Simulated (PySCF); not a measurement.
## Electronic structure of C$_{5}$H$_{9}$BOSi in real space

```xyz
17

C     3.2496   -1.4074   -0.1617
C     2.2323   -1.1484    0.4253
Si    0.6369   -0.7163    1.2954
O    -0.5565   -1.7738    0.8608
C    -1.4600   -1.3411   -0.1179
C    -1.5974    0.1935   -0.1055
B    -0.2855    0.8267    0.5055
C     0.0652    2.3494    0.3913
H     4.1411   -1.6463   -0.6685
H     0.8211   -1.0358    2.7126
H    -1.0965   -1.6717   -1.0998
H    -2.4141   -1.8430    0.0752
H    -1.8975    0.5550   -1.0905
H    -2.4137    0.4648    0.5753
H     0.4360    2.7690    1.3252
H     0.8837    2.4609   -0.3220
H    -0.7519    2.9764    0.0388
```

Geometry: GFN2-xTB.

Theory: PySCF, PBE0/pcSseg-1, SCF density, gas phase, non-relativistic.

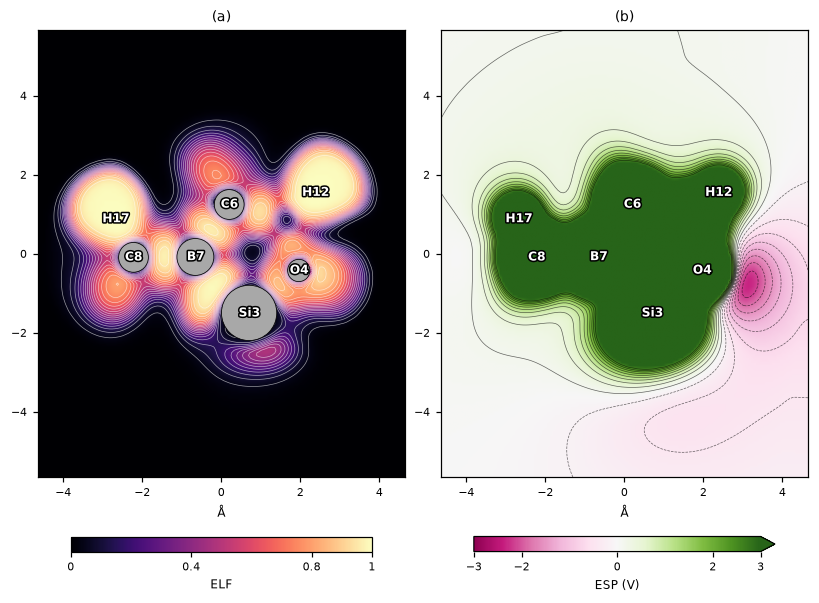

Figure 1. (a) ELF; (b) electrostatic potential on the plane of atoms O4, Si3 and B7. Grey discs cover the atomic cores in the ELF map.

Describe what can be read from this map.

Answer.
- The section cuts through Si, O, C, B and H sites.
- C–B (1.57 Å): the ELF peaks at about 1 between the atoms; a covalent bond.
- Si–O (1.65 Å): the ELF peaks at about 0.85 between the atoms, as expected for a polar covalent bond.
- Si–B (1.96 Å): the ELF peaks at about 1 between the atoms, as expected for a shared electron pair.
- The ELF also peaks beside O4, away from the bonds: lone-pair regions.
- Outside the dense part of the molecule the potential is most negative (−2.3 V) near O4.

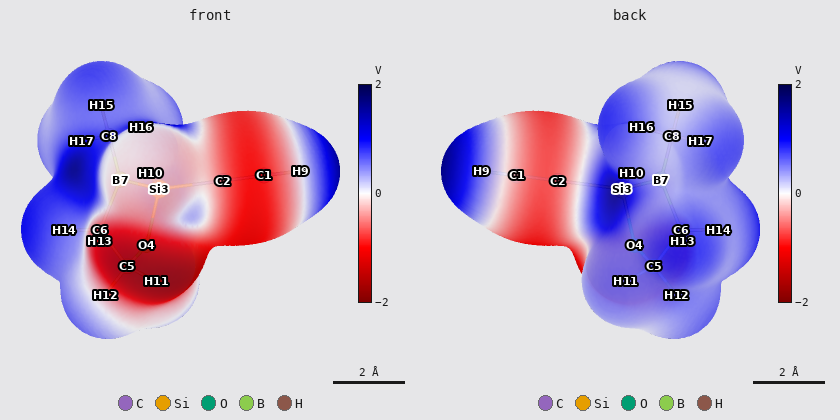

Figure 2. The electrostatic potential painted on the density surface at 0.002 e/bohr³, seen from the front and from behind; red is negative and blue positive.

Which sites attract a positive test charge, and which a negative one?

Answer. A positive charge is drawn to the negative regions and a negative charge to the positive ones. The most negative region (about −1.7 V) lies over O4, the most positive (about +1.5 V) over B7 and H9. O4 is the likeliest acceptor of a hydrogen bond.
